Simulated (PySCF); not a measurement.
# H3O+ (oxonium) at 5 levels

Wanted: a comparison of 5 runs (BCCD(T)/6-31G, CCSDT(Q)/6-31G, CCSDTQ/6-31G, NEVPT2(2,2)/6-31G, QCISD(T)/6-31G) of H3O+ (oxonium). Input form: a Python script.

Program for the calculation: PySCF 2.14.0.

5 further runs of the same task are left out: 5 set aside as unsound or not needed.

## 1. The system as given

The species is H3O+ (4 atoms), meant as a singlet with charge +1. As SMILES, `[OH3+]`. The shape is that of a PBE0-D4/def2-TZVP optimisation.

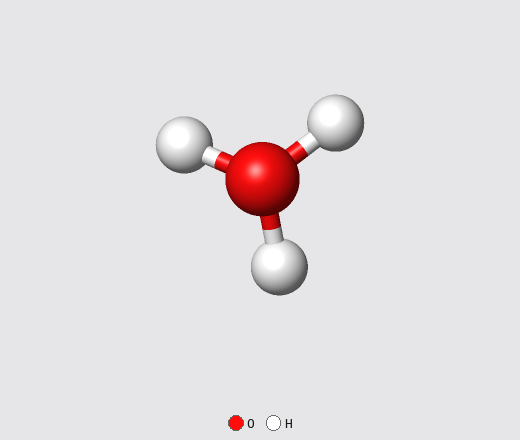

The structure, seen from a chosen angle (oxygen red, hydrogen white).

## 2. The energy at BCCD(T)/6-31G (run 1)

The input, input.py:

```python
# [OH3+]
from pyscf import gto, cc
from pyscf.cc.bccd import bccd_kernel_

mol = gto.M(
    atom='O 0.181970 -0.056700 -0.052760; H 0.219060 0.918440 0.015140; H -0.408890 -0.368290 -0.767380; H 0.007860 -0.493450 0.805020',
    verbose=4,
    charge=1,
    max_memory=1860,
    basis='6-31g',
)

myscf = mol.RHF()
myscf.conv_tol = 1e-10
myscf.kernel()
if not myscf.converged:
    myscf = myscf.newton().run(myscf.mo_coeff, myscf.mo_occ)

mycc = cc.CCSD(myscf, frozen=1).run()
mycc = bccd_kernel_(mycc, diis=True)
e_t = mycc.ccsd_t()
etot = mycc.e_tot + e_t
print('E = %.10f Eh' % etot)
```

On the command line:

```bash
$ OMP_NUM_THREADS=1 python input.py
```

Output:

```text
PySCF version 2.14.0

[... 54 lines left out ...]
converged SCF energy = -76.2685169407595
[... 12 lines left out ...]
Init t2, MP2 energy = -76.39771053837  E_corr(MP2) -0.129193597610525
[... 8 lines left out ...]
CCSD converged
[... 24 lines left out ...]
CCSD converged
[... 20 lines left out ...]
CCSD converged
[... 3 lines left out ...]
******** <class 'pyscf.cc.ccsd.CCSD'> ********
CC2 = 0
CCSD nocc = 4, nmo = 14
frozen orbitals 1
max_cycle = 50
direct = 0
conv_tol = 1e-07
conv_tol_normt = 1e-05
diis_space = 6
diis_start_cycle = 0
diis_start_energy_diff = 1e+09
Init E_corr(CCSD) = -0.137972830160897
cycle = 1  E_corr(CCSD) = -0.137986170679767  dE = -1.33405189e-05  norm(t1,t2) = 0.000360103
cycle = 2  E_corr(CCSD) = -0.137980550787738  dE = 5.61989203e-06  norm(t1,t2) = 2.88277e-05
cycle = 3  E_corr(CCSD) = -0.137980593292337  dE = -4.25045995e-08  norm(t1,t2) = 5.24642e-06
CCSD converged
E(CCSD) = -76.4055086094594  E_corr = -0.1379805932923373
BCC iter:    2  E:     -76.405508609459  dE:    1.226e-06  |t1|:    2.497e-06
CCSD(T) correction = -0.00116102968611812
E = -76.4066696391 Eh
```

Wall time 0.56 s (1 thread of Intel Xeon 6975P-C (Granite Rapids), shared host); peak memory 0.12 GiB.

## 3. The energy at CCSDT(Q)/6-31G (run 2)

The input, calc.py:

```python
from pyscf import gto, cc

molecule = gto.M(
    atom='''
O      0.343873    -0.107147    -0.099702
H      0.413963     1.735600     0.028610
H     -0.772690    -0.695967    -1.450138
H      0.014853    -0.932485     1.521267
''',
    max_memory=1860,
    unit='bohr',
    basis='6-31g',
    charge=1,
    verbose=3,
)

hf = molecule.RHF()
hf.conv_tol = 1e-10
hf.kernel()
if not hf.converged:
    hf = hf.newton().run(hf.mo_coeff, hf.mo_occ)

mycc = cc.CCSDT(hf, frozen=1)
mycc.kernel()
e_bracket, e_q = mycc.ccsdt_q()
e_final = mycc.e_tot + e_q
print('Final energy', e_final)
```

On the command line:

```bash
$ OMP_NUM_THREADS=1 python calc.py
```

Output:

```text
converged SCF energy = -76.2685169622388
_make_eris_incore_RCCSDT

WARN: A large `blksize` is being used, which may cause large memory consumption
      for storing contraction intermediates. If memory is sufficient, consider using
      `pyscf.cc.rccsdt_highm.RCCSDT` instead.

WARN: A large `blksize_oovv` is being used, which may cause large memory consumption
      for storing contraction intermediates. If memory is sufficient, consider using
      `pyscf.cc.rccsdt_highm.RCCSDT` instead.

WARN: A large `blksize_oooo` is being used, which may cause large memory consumption
      for storing contraction intermediates. If memory is sufficient, consider using
      `pyscf.cc.rccsdt_highm.RCCSDT` instead.

RCCSDT converged
E(RCCSDT) = -76.40677325748274   E_corr = -0.1382562952439262
E_corr(same-spin) = -0.0237420291103313
E_corr(oppo-spin) = -0.114514266133595
_make_eris_incore_RCCSDT
Final energy -76.40718052148252
```

It took 0.7 s on 1 thread of Intel Xeon 6975P-C (Granite Rapids), shared host; peak memory 0.12 GiB.

## 4. A single-point energy at CCSDTQ/6-31G (run 3)

The input, run.py:

```python
from pyscf import gto, cc

system = gto.Mole()
system.atom = [
    ('O', (0.181970, -0.056700, -0.052760)),
    ('H', (0.219060, 0.918440, 0.015140)),
    ('H', (-0.408890, -0.368290, -0.767380)),
    ('H', (0.007860, -0.493450, 0.805020)),
]
system.charge = 1
system.max_memory = 1860
system.basis = '6-31g'
system.verbose = 3
system.build()

mf = system.RHF()
mf.conv_tol = 1e-10
mf.kernel()
if not mf.converged:
    mf = mf.newton().run(mf.mo_coeff, mf.mo_occ)

mycc = cc.CCSDTQ(mf, frozen=1)
mycc.kernel()
e_final = mycc.e_tot
print('E = %.10f Eh' % e_final)
```

On the command line:

```bash
$ OMP_NUM_THREADS=1 python run.py
```

Output:

```text
converged SCF energy = -76.2685169407595
_make_eris_incore_RCCSDTQ

WARN: A large `blksize` is being used, which may cause large memory consumption
      for storing contraction intermediates. If memory is sufficient, consider using
      `pyscf.cc.rccsdtq_highm.RCCSDTQ` instead.

RCCSDTQ converged
E(RCCSDTQ) = -76.40715834462775   E_corr = -0.1386414038682704
E_corr(same-spin) = -0.023849131885757
E_corr(oppo-spin) = -0.114792271982513
E = -76.4071583446 Eh
```

Run time: 38 s. Hardware: 1 thread of Intel Xeon 6975P-C (Granite Rapids), shared host; peak memory 0.26 GiB.

Run 4 isn't shown in full; the table further down has it.

## 5. The energy at QCISD(T)/6-31G (run 5)

The input, calc.py:

```python
from pyscf import gto, cc

mol = gto.M(
    atom='''
O    0.181970  -0.056700  -0.052760
H    0.219060   0.918440   0.015140
H   -0.408890  -0.368290  -0.767380
H    0.007860  -0.493450   0.805020
''',
    charge=1,
    basis='6-31g',
    max_memory=1860,
    verbose=3,
)

calc0 = mol.RHF()
calc0.conv_tol = 1e-10
calc0.kernel()
if not calc0.converged:
    calc0 = calc0.newton().run(calc0.mo_coeff, calc0.mo_occ)

mycc = cc.QCISD(calc0, frozen=1)
mycc.kernel()
e_t = mycc.qcisd_t()
e_tot = mycc.e_tot + e_t
print('Final energy', e_tot)
```

On the command line:

```bash
$ OMP_NUM_THREADS=1 python calc.py
```

Output:

```text
converged SCF energy = -76.2685169407595
E(QCISD) = -76.40579851433483  E_corr = -0.1372815735753605
QCISD(T) correction = -0.000922589110159375
Final energy -76.406721103445
```

It took 0.5 s on 1 thread of Intel Xeon 6975P-C (Granite Rapids), shared host; peak memory 0.12 GiB.

## 6. All runs side by side

| run | level | frozen core orbitals | active selection | energy (Eh) | correlation energy (mEh) | wall time |
| --- | --- | --- | --- | --- | --- | --- |
| 1 | BCCD(T)/6-31G | 1 | – | -76.406670 | -138.2 | 0.56 s |
| 2 | CCSDT(Q)/6-31G | 1 | – | -76.407181 | -138.7 | 0.7 s |
| 3 | CCSDTQ/6-31G | 1 | – | -76.407158 | -138.6 | 38 s |
| 4 | NEVPT2(2,2)/6-31G | – | mp2 natural orbitals | -76.401511 | – | 0.64 s |
| 5 | QCISD(T)/6-31G | 1 | – | -76.406721 | -138.2 | 0.5 s |

## 7. What came out

| quantity | value |
| --- | --- |
| run 5: total energy | -76.40672 Eh |
| run 5: HOMO energy (Hartree–Fock orbitals) | -25.81 eV |
| run 5: LUMO energy (Hartree–Fock orbitals) | -3.23 eV |
| run 5: HOMO–LUMO gap (Hartree–Fock orbitals) | 22.58 eV |
| run 5: correlation energy (1 core orbital frozen) | -138.2 mEh |
| run 5: (T) correction | -0.92 mEh |
| run 5: T1 diagnostic | 0.007 |

All runs together took 41 s, the longest 38 s.
